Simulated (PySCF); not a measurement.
**C$_{2}$H$_{11}$B$_{2}$NSi (SMILES BBCCN[SiH3]): density, localisation and related maps**

Input

```
{"job": {"kind": "nmr", "xc": "PBE0", "basis": "pcSseg-1"}, "charge": 0, "multiplicity": 1}
B      2.961285    -0.554663     0.340448
B      2.098410     0.770584    -0.016781
C      0.553971     0.771519    -0.377454
C     -0.167096    -0.578959    -0.320043
N     -1.579223    -0.494892    -0.621249
Si    -2.758834    -0.019720     0.532251
H      3.093449    -0.952727     1.436698
H      3.536859    -1.175832    -0.472422
H      2.587254     1.842931    -0.037809
H      0.029032     1.463168     0.289021
H      0.426382     1.191835    -1.381631
H      0.304250    -1.275833    -1.023535
H     -0.072244    -0.999782     0.683247
H     -1.735224    -0.228130    -1.582500
H     -2.680986     1.371482     1.017461
H     -4.033903    -0.211107    -0.155093
H     -2.570379    -0.907845     1.679481
```

Run with:

```sh
OMP_NUM_THREADS=1 python probes_run.py task.json out
```

Geometry: GFN2-xTB.

Level of theory: PySCF, PBE0/pcSseg-1, SCF density, gas phase, non-relativistic.

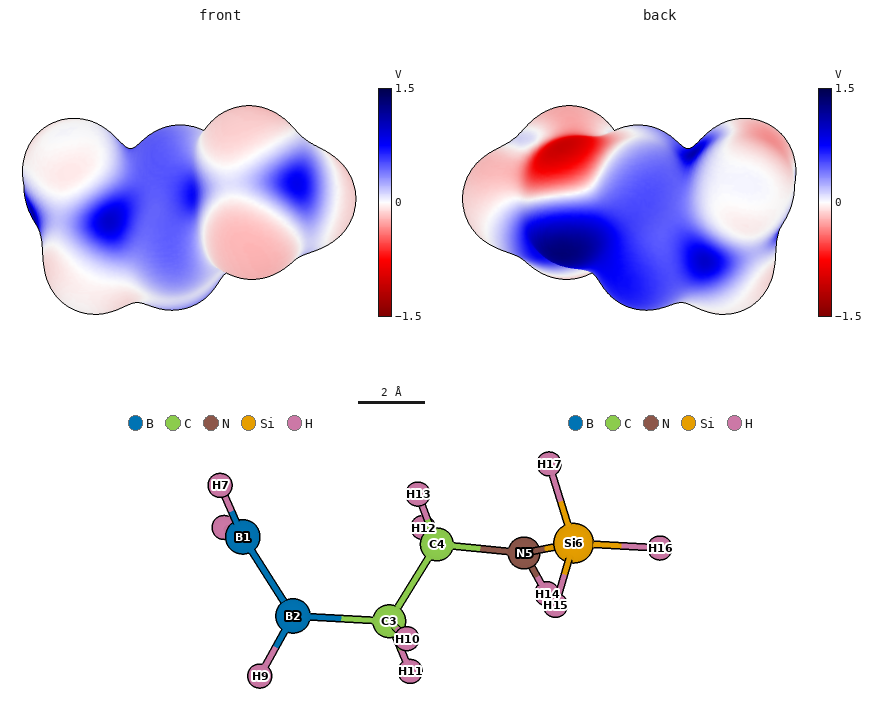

Figure 1. The electrostatic potential painted on the density surface at 0.001 e/bohr³, seen from the front and from behind; red is negative and blue positive. The bare structure is drawn below in the same view.

Q: Which sites attract a positive test charge, and which a negative one?

A: A positive charge is drawn to the negative regions and a negative charge to the positive ones. The most negative region (about −1.0 V, or −23 kcal/mol for a unit charge) lies over N5, the most positive (about +1.3 V, or +30 kcal/mol for a unit charge) over H14.

Q: How polar is the molecule by this calculation?

A: Its dipole moment is 1.01 D.

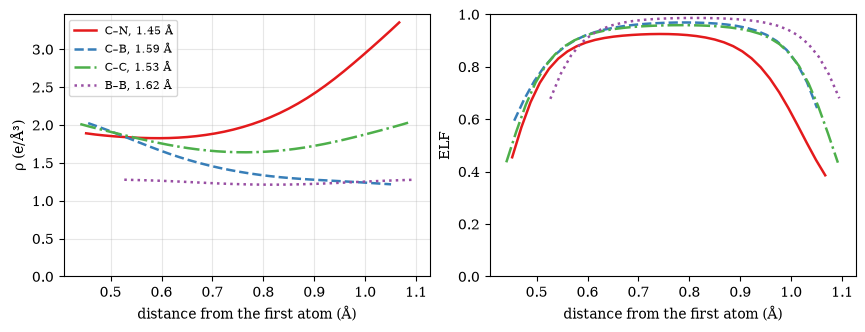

Figure 2. Total electron density and ELF along straight lines between neighbouring atoms. The curves leave out the atomic cores.

Q: What can be read from the curves?

A: C–N (1.45 Å): ρ at the midpoint is about 1.9 e/Å³; the ELF peaks at about 0.95 between the atoms: localised, covalent bonding.
C–B (1.59 Å): the density is about 1.3 e/Å³ at the midpoint; the ELF peaks at about 0.95 between the atoms; localised, covalent bonding.
C–C (1.53 Å): the density is about 1.6 e/Å³ at the midpoint; the ELF peaks at about 0.95 between the atoms (a covalent bond).
B–B (1.62 Å): ρ at the midpoint is about 1.2 e/Å³; the ELF peaks at about 1 between the atoms, as expected for a covalent bond.
